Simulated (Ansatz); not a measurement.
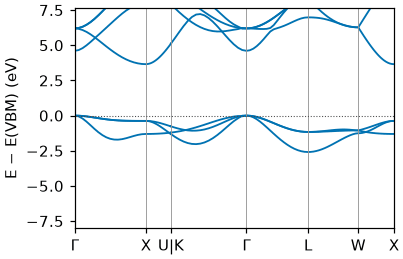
*Band structure from DFT-PBE in the program Ansatz with PAW potentials*

Read off the gap and where the band edges lie.

About 3.7 eV (3.66 eV by a search for the band edges); maximum at Γ, minimum at X.

Which compound is it?
A) LiBr, rock salt
B) CaO, rock salt
C) RbBr, rock salt
D) CaS, rock salt

B, CaO, rock salt

Space group Fm-3m (rock salt). The cell was relaxed with PBE under the symmetry of its start.

Potentials: the later of the program's two PAW sets.
